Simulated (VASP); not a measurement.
Band structure of Os (hcp). Calculation: LDA (Ceperley-Alder, Perdew-Zunger), VASP's LDA PAW potentials (set 64) (plane waves; VASP).

Unless said otherwise, spin-orbit coupling is left out, though it shifts the bands of the heavy elements here.

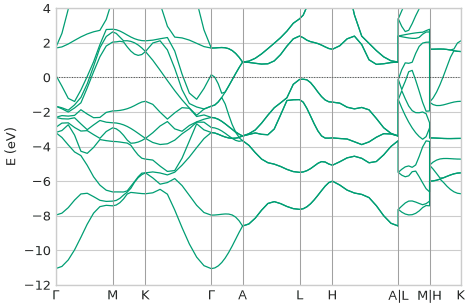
Fig. 1. Bands along high-symmetry lines, zero at the valence-band maximum or, without a gap, the Fermi level

Read the plot: is there a gap, and where are the band edges?

It has no gap at this level: it comes out as a metal or semimetal. (Edges off the drawn lines would not show.)

The compound is Os in the hcp structure. It was relaxed first.
